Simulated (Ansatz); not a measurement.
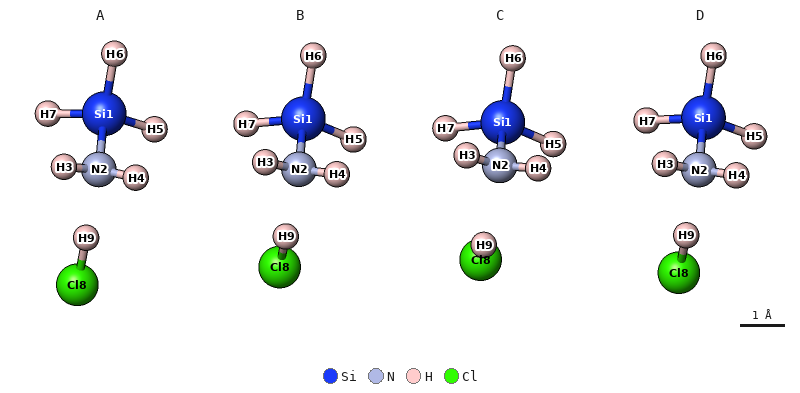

4 geometries from one relaxation of SiNH$_{6}$Cl, in shuffled order. A ball-and-stick model, seen from a free direction.

The run prepares an end point of a later path (reaction) calculation, from a guessed geometry.

Computed with Ansatz, RKS B3LYP/def2-SVP. Settings: no spin polarisation; force threshold 0.03 eV/Å; at most 50 steps.

Q: Order the frames from highest to lowest energy.

A: C, B, D, A. They are steps 0, 2, 3, 9, at +4.98 kcal/mol, +1.60 kcal/mol, +0.62 kcal/mol relative to the last. Over 8 accepted moves (9 points after the start) the energy falls by 4.98 kcal/mol. The largest force component goes from 0.77 to 0.024 eV/Å. The line search rejected the trial step at point 5 of the run. Cl8 moves most after the best rigid fit: 0.84 Å. By element the largest moves are Cl 0.84 Å, H 0.40 Å, N 0.30 Å, Si 0.20 Å. Among the contacts that change: Si1–N2 1.796 → 1.769 Å, Cl8–H9 1.338 → 1.333 Å, Si1–H6 1.500 → 1.495 Å. Cost: 25 s on 1 thread of Arm Neoverse V2 (shared host), peak memory 0.15 GiB.

Limits of the set-up: the start holds two separate molecules, 2.2 Å apart at their closest, whose relative position is a soft coordinate and is computed without a dispersion correction.
